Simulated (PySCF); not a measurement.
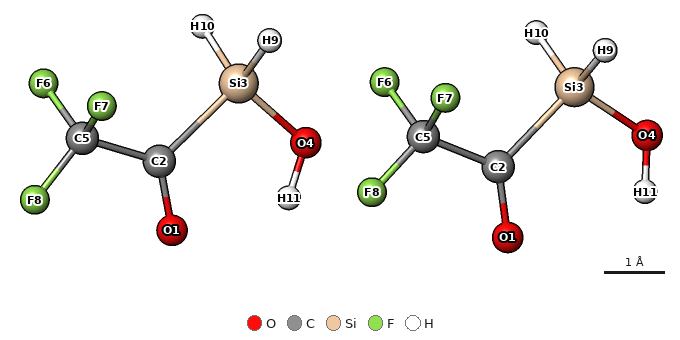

Two geometries of C₂H₃F₃O₂Si, drawn at one scale. One is the start of a relaxation, the other its converged end. A ball-and-stick model, seen at a tilt.

All numbers below come from PBE0-D3(BJ)/def2-SVP geometry optimisation, gas phase (PySCF 2.14.0, density-fitted response routines). 

**Which one is relaxed?**

The left one is the relaxed one. The start comes from GFN2-xTB. Its atoms were then displaced at random by about 0.01 Å. The atom that moves furthest after the best rigid fit is H11 (0.33 Å). Largest moves by element: H 0.33 Å, F 0.17 Å, O 0.14 Å, Si 0.10 Å, C 0.09 Å. Near-neighbour distances that change, for instance: Si3–H10 1.451 → 1.488 Å, C2–Si3 1.914 → 1.944 Å, O4–H11 0.946 → 0.970 Å, C5–F6 1.355 → 1.335 Å. Among the angles between lasting bonds that change: Si3–O4–H11 119.9° → 110.8°, Si3–C2–C5 116.2° → 123.0°, C2–Si3–O4 105.9° → 100.5°. After 8 geometry steps the energy has fallen by 3.15 kcal/mol. Cost: 110 s on 1 thread of Arm Neoverse N1 (shared host).
